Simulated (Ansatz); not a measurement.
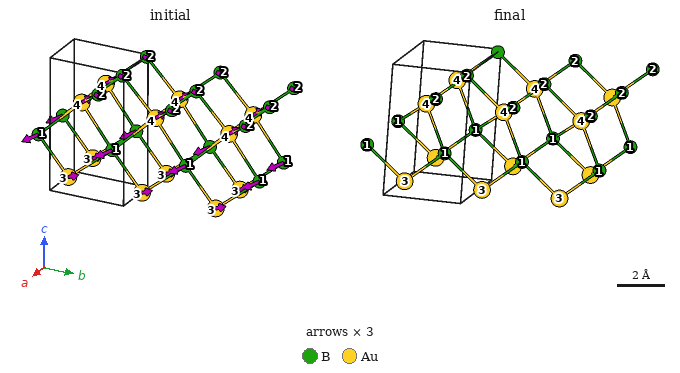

The structure of a crystal of BAu (a generated structure, set up in P1) (coarse preliminary run) before (left) and after (right) a relaxation, at one scale. The purple arrows give the displacements (the part carried along by the change of the cell is left out), magnified 3 times.

The picture is a ball-and-stick view of the cell of the calculation, reduced to other axes, repeated 2 × 3 × 1 with one cell outlined, seen slightly off an axis. Lengths and directions refer to the drawn axes.

These are results of DFT PBE, scalar-relativistic, plane waves, PAW in Ansatz, not measurements. Settings: plane-wave cutoff 420 eV; k-point mesh 9 × 9 × 9; occupations gaussian; smearing width 0.2 eV; no spin polarisation; cell and atoms relaxed; force threshold 0.025 eV/Å; at most 60 steps.

Q: What changed between the two?

A: The run was cut off at its time limit before the relaxation converged, so the last structure is only a point on the way. B1 moves most relative to the cell: 0.28 Å along [0 −3 −1]. By element the largest moves are B 0.28 Å, Au 0.19 Å. Cell: a 3.330 → 3.515 Å (+5.6 %), b 3.338 → 3.482 Å (+4.3 %), c 5.831 → 5.717 Å (−2.0 %), α 105.1° → 95.6°, β 90.4° → 96.7°, γ 119.7° → 126.2°. Volume +2.2 %. Among the contacts that change: B1–Au4 2.474 → 3.282 Å, B2–Au3 2.514 → 3.113 Å, B2–Au3 (another image) 2.485 → 2.266 Å, B1–Au4 (another image) 2.408 → 2.256 Å. Bonds break: B1–Au4 (2.47 → 3.28 Å). Among the angles between lasting bonds that change: Au3–B1–Au4 177.1° → 153.4°, B1–Au4–B2 174.3° → 154.1°, Au3–B1–Au4 174.6° → 154.6°. The space group stays P1 (No. 1). Over 6 geometry steps the energy falls by 89.5 meV per atom. Largest force component: 0.33 eV/Å at the start, 0.071 eV/Å at the end. The pressure goes from −3.04 to 0.11 GPa. The run took 9.7 min on 1 thread of Arm Neoverse N1 (shared host), peak memory 0.71 GiB.
